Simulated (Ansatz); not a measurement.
Phonon calculation, with input and output: InH₂OF

System: InH₂OF.
Method: RKS r2SCAN-D4/def2-SVP (Ansatz 0.2.0).

It belongs to a series of runs on one base structure; here: vibrations at the highest image of the band. Figures and captions count atoms from 1; the log counts them from 0 in places.

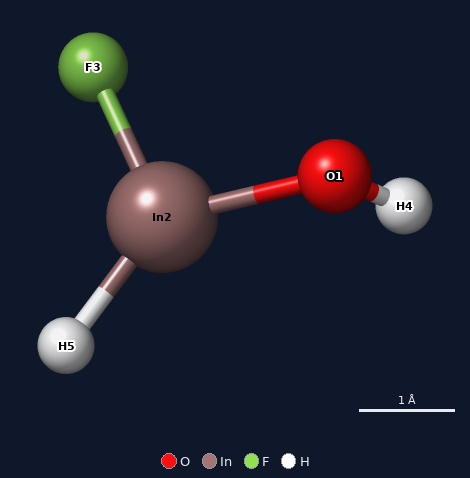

Figure 1. The structure (ball-and-stick view, seen at a tilt; atoms are numbered from 1 in the order of the input). Sticks mark near contacts.

### Key numbers

- outcome: converged
- total energy: −9966.6295 eV
- mean-field energy: −9966.6156 eV
- largest force (length of the vector): 0.006 eV/Å
- hardware: 1 thread of an x86-64 CPU, shared host
- wall time: 53 s
- peak memory: 0.13 GiB

### Input file
```yaml
crystal:
  periodic: [false, false, false]
  atoms:
    - { symbol: O, position_ang: [-1.45944, 0.073853, -0.190462] }
    - { symbol: In, position_ang: [0.489656, 0.109492, 0.224943] }
    - { symbol: F, position_ang: [1.093283, -1.715316, 0.632616] }
    - { symbol: H, position_ang: [-1.670075, 0.073618, -1.133905] }
    - { symbol: H, position_ang: [1.596374, 1.384754, 0.425409] }
basis:
  gaussian: { orbitals: def2-SVP }
hamiltonian:
  xc: r2scan
  dispersion: d4
phonons: {}
```

Command:
```bash
ansatz run input.yaml --threads 1 --pin off --max-ram 2048MiB --backend cpu --events-out ev --progress --plain --runs-dir out
```

### The program's output
```
Engine: ansatz 0.2.0, x86_64-unknown-linux-gnu
Functional definition: r2SCAN
  parameter k0 = 0.174
  parameter k1 = 0.065
  parameter a1 = 4.9479
  exchange = r2scan_x(k0 = k0, k1 = k1, a1 = a1)
  correlation = r2scan_c
723 factors; their error is unknown
mean field evaluation 1: about -9958.0508 eV, gradient 6.8e1 eV
mean field evaluation 2: about -9854.8777 eV, gradient 1.9e2 eV
mean field evaluation 4: about -9965.2519 eV, gradient 2.8e1 eV
mean field evaluation 8: about -9966.6286 eV, gradient 5.1e-2 eV
mean field evaluation 16: about -9966.6156 eV, gradient 1.2e-5 eV
mean field -9966.61560085 eV, -366.2663677166 hartree, gradient 1.2e-5 eV, S^2 0.000000; 0 other end points of the search recorded, 0 dependent functions left out
the calculation of the forces begins
reference -9966.61561709 eV, -366.2663683135 hartree; 20, 20 occupied and 44, 44 virtual orbitals, 723 factors
these checks for a lower state are left out or cut short: stability, starts, cluster_reference, orbital_swaps, neighbouring_geometries, increment
723 factors; their error is unknown
mean field -9966.61551824 eV, -366.2663646806 hartree, gradient 3.0e-6 eV, S^2 0.000000; 0 other end points of the search recorded, 0 dependent functions left out
[... from here on the field's lines of each further geometry are left out, up to the last ...]
the calculation of the forces begins
reference -9966.61561755 eV, -366.2663683304 hartree; 20, 20 occupied and 44, 44 virtual orbitals, 723 factors
these checks for a lower state are left out or cut short: stability, starts, cluster_reference, orbital_swaps, neighbouring_geometries, increment
723 factors; their error is unknown
mean field -9966.61559600 eV, -366.2663675383 hartree, gradient 2.7e-6 eV, S^2 0.000000; 0 other end points of the search recorded, 0 dependent functions left out
the calculation of the forces begins
reference -9966.61561224 eV, -366.2663681352 hartree; 20, 20 occupied and 44, 44 virtual orbitals, 723 factors
WARN: phonons: modes at or below zero, which the zero-point energy, F, S and C_V leave out: 1, the lowest at -335.86 cm⁻¹. A minimum has none, and a first-order saddle one
Total energy: -9966.62947901 eV, -366.2668777294 hartree
Atom 0 at    -1.459440     0.073853    -0.190462 Å, force    -0.005306    -0.000285    -0.000702 eV/Å
Atom 1 at     0.489656     0.109492     0.224943 Å, force     0.005217    -0.002156    -0.001553 eV/Å
Atom 2 at     1.093283    -1.715316     0.632616 Å, force    -0.001322     0.002527    -0.000053 eV/Å
Atom 3 at    -1.670075     0.073618    -1.133905 Å, force     0.001694    -0.000060     0.001403 eV/Å
Atom 4 at     1.596374     1.384754     0.425409 Å, force    -0.000282    -0.000026     0.000905 eV/Å
Dipole moment:     0.105371     0.575435    -0.354430 e Å
Vibrations: -335.86 153.69 383.65 428.45 595.14 605.60 729.47 1855.54 3851.16 cm⁻¹, zero-point energy 0.533299 eV
```

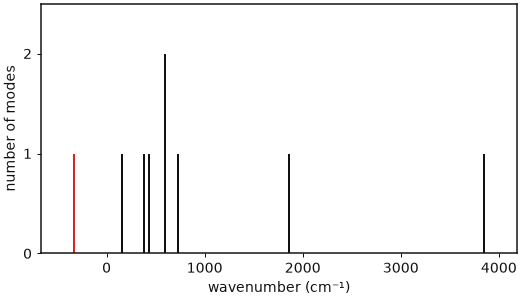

Figure 2. Harmonic vibrational wavenumbers from the force constants; neighbouring modes closer than 19 cm⁻¹ are counted in one stick, and imaginary ones are drawn at negative wavenumbers. 9 modes from 336i to 3851 cm⁻¹, 1 imaginary beyond 8i (336i cm⁻¹): a first-order saddle point, if the geometry is stationary.
